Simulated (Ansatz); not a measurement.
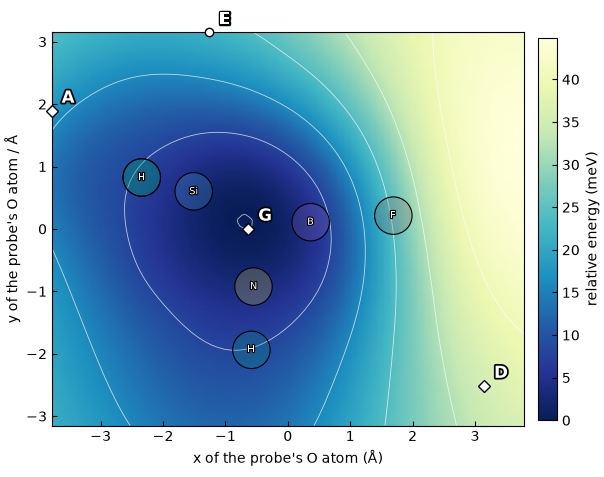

BFH₃NSi (SMILES FB1N[SiH2]1) with the probe H2O. The probe is moved over a plane parallel to the molecule's main plane, 4.31 Å above it. First axis: x of the probe's O atom. Second axis: y of the probe's O atom. Nothing is relaxed (molecule and probe rigid, the probe upright with O nearest the plane). The grid has 13 × 11 points. Energies are in meV, from the lowest grid point. Method: RKS B3LYP-D4/def2-SVPD (Ansatz 0.2.0).

The picture shows a smooth colour map with a few white contour lines, labelled circles for the molecule's atoms, projected on the plane, lettered points. Between grid points the surface is interpolated.

**Is A the lowest point of the computed grid?**

No. A lies 17.6 meV above the lowest grid point, which is at x of the probe's O atom = −0.63 Å, y of the probe's O atom = 0.00 Å.

**Rank the lettered points by energy, lowest first.**

G (0.0 meV), A (17.6 meV), E (21.8 meV), D (35.5 meV).

**What kind of point is each of D, G: minimum, saddle, maximum or slope?**

D: on a slope; G: minimum. (In these two coordinates alone; a stationary point may lie a little off the grid point.)
